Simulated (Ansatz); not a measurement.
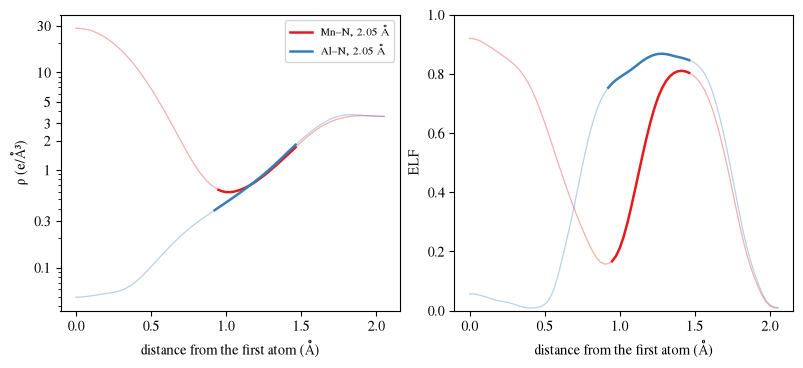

Figure. Mn$_{3}$AlN$_{3}$. Valence pseudo-density and electron localisation function along straight lines between neighbouring atoms. Thin, pale parts lie inside the atomic spheres.

Space group P4/mmm; a generated structure, not necessarily the stable one; changed on purpose from its base cell (volume × 1.06, shape and atoms relaxed); computed pressure about −9 GPa in this cell; spin-polarised.

All numbers below come from DFT PBE, scalar-relativistic, plane waves, PAW in Ansatz 0.2.0.

In a PAW calculation such maps are meaningful between the atoms, not at the nuclei.

> What can be read from the curves?

Mn–N (2.05 Å): ρ is about 0.59 e/Å³ halfway; the ELF peaks at about 0.80 in the valence shell of N, 0.6 Å from its nucleus, and is about 0.25 at the midpoint: no shared electron pair shows on this line.
Al–N (2.05 Å): the density is about 0.5 e/Å³ at the midpoint; the ELF peaks at about 0.85 in the valence shell of N, 0.8 Å from its nucleus, and is about 0.80 at the midpoint.
